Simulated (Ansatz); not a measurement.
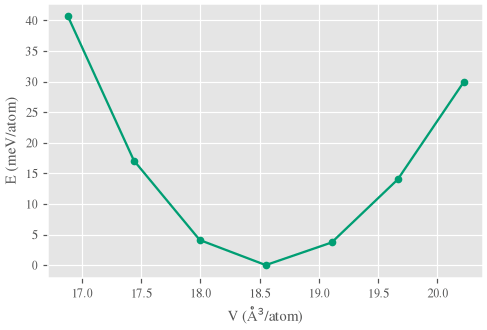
Figure: ScAl₂ (MoSi2 or CaC2 type, I4/mmm) under volume change, the program Ansatz at the PBE level (PAW), shape and atoms relaxed at each volume.

**Question.** What does a third-order Birch–Murnaghan fit give for V₀, B₀ and B′?

**Answer.** V₀ = 18.55 Å³/atom, B₀ = 73.9 GPa, B′ = 4.1.

A made-up cell: these elements were put on the sites of a structure type; neither database checked (COD, Materials Project) lists it. Its standing as an ambient phase is unchecked. The PBE relaxation kept the symmetry of its start; whether a distortion lowers the energy is not shown. No spin polarisation was allowed.

Potentials: the earlier of the program's two PAW sets.
